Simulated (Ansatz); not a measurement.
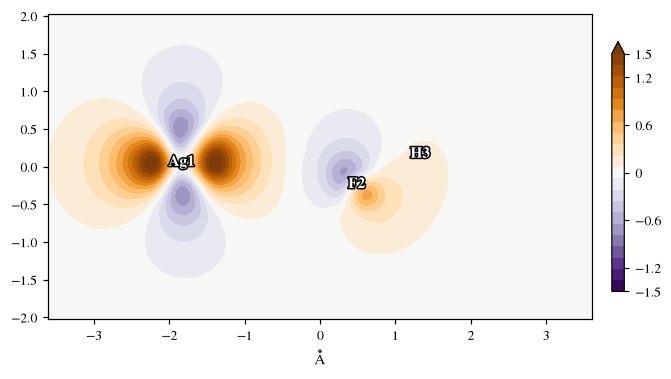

AgFH (charge +1). The HOMO on the molecular plane (values in Å⁻³ᐟ²; the overall sign is arbitrary).

Geometry: PBE0-D4/def2-TZVP; core potentials replace the inner electrons of Ag.

Level of theory: RKS PBE0-D4/def2-TZVPPD in Ansatz.

Input

```
crystal:
  periodic: [false, false, false]
  atoms:
    - {symbol: Ag, position_ang: [0.002047, -0.017636, -1.826529]}
    - {symbol: F, position_ang: [0.046162, -0.205155, 0.502908]}
    - {symbol: H, position_ang: [-0.048209, 0.222690, 1.323621]}
basis:
  gaussian: {orbitals: "def2-TZVPPD.json"}
total_charge: 1
hamiltonian: {xc: pbe0, dispersion: d4}
output: {orbitals: {seedname: orbitals}}
```

Run with:

```sh
ansatz run in.yaml --threads 2 --pin off --events-out ev --progress --plain --max-ram 5222MiB
```

### What is the character of this orbital?

By Hirshfeld shares it lies mainly on Ag1 (about 90 %) and F2 (about 10 %). Its energy is −16.15 eV.
